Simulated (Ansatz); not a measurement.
**C3H9In: density, localisation and related maps**

```tsv
atom	x (Å)	y (Å)	z (Å)
C	0.9501	2.2451	0.3791
C	-0.4916	1.7859	0.1510
C	1.0716	-1.5702	-0.7325
In	-0.7065	-0.3142	-0.4765
H	1.5624	2.1473	-0.5328
H	1.0048	3.3036	0.6919
H	1.4521	1.6522	1.1618
H	-1.0993	1.9094	1.0644
H	-0.9894	2.4007	-0.6191
H	-2.2945	-0.9951	-0.7760
H	1.0083	-2.4491	-0.0713
H	1.1249	-1.9355	-1.7706
H	1.9909	-1.0129	-0.5016
```

Geometry: B3LYP-D3(BJ)/def2-SVP; core potentials replace the inner electrons of In.

Theory: isolated molecule in a Gaussian basis; Kohn-Sham density functional theory, functional PBE0 in Ansatz.

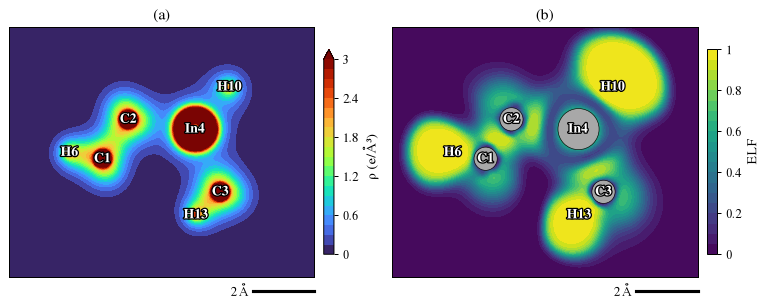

Figure 1. (a) electron density; (b) electron localisation function on the plane of atoms C2, C1 and H6. Grey discs cover the atomic cores in the ELF map.

What do the fields say about this system?

- The plane passes through C, In and H nuclei.
- C–C (1.53 Å): ρ at the midpoint is about 1.6 e/Å³; the ELF peaks at about 0.95 between the atoms: a shared electron pair.
- C–In (2.19 Å): the density is about 0.63 e/Å³ at the midpoint; the ELF peaks at about 0.90 in the valence shell of C, 0.7 Å from its nucleus, and drops to about 0.20 between the two atoms.
- C–H (1.10 Å): the density is about 1.9 e/Å³ at the midpoint; the ELF climbs to about 1 towards the hydrogen, as it does in any bond to H (a covalent bond by its length).
- In–H (1.75 Å): ρ is about 1.1 e/Å³ halfway; the ELF climbs to about 1 towards the hydrogen.

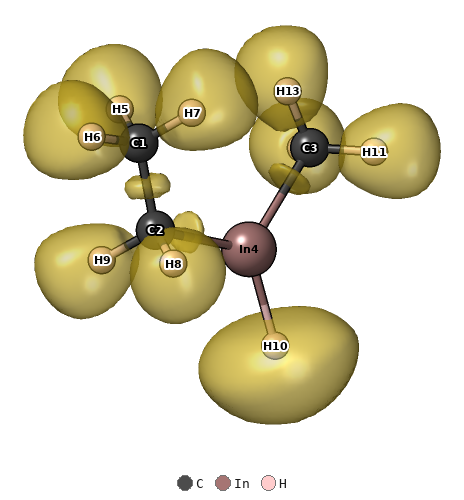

Figure 2. Isosurface of the electron localisation function at 0.85 (yellow), seen at an oblique angle. Only the valence region is drawn (cores and ρ < 0.01 e/Å³ removed).

Identify the bonds, lone pairs and shells in this picture.

The surface consists of one region between bonded C–C atoms (shared pairs), nine regions around hydrogen nuclei and two lobes of the valence shell of C pointing towards In (polar bonds).

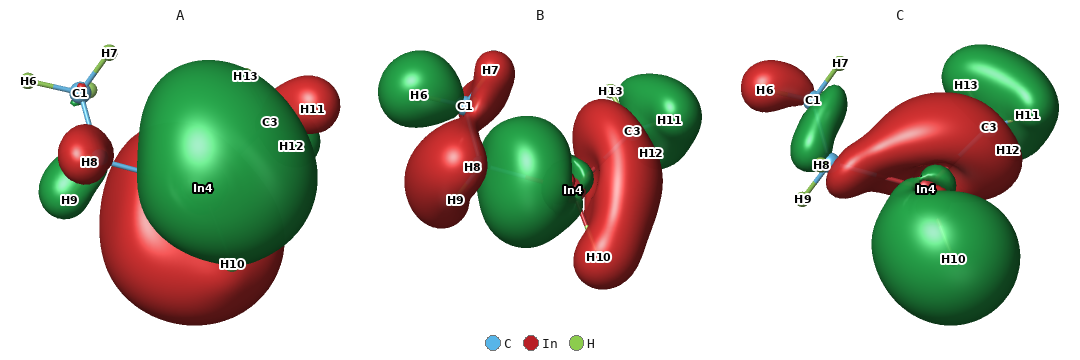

Figure 3. Three frontier orbitals at ±0.06 Å⁻³ᐟ² (green and red are the two phases), in no order.

Order the three orbitals by energy and name them.

C is the HOMO−1 (−7.41 eV). It lies mainly on In4 (about 30 %), H10 (about 30 %) and C3 (about 25 %). B is the HOMO (−6.80 eV). It lies mainly on C2 (about 35 %), In4 (about 25 %), C3 (about 15 %) and C1 (about 5 %). A is the LUMO (−1.25 eV). Its weight (Hirshfeld) is mainly on In4 (about 80 %).

What is the HOMO–LUMO gap?

5.55 eV between the orbital energies.
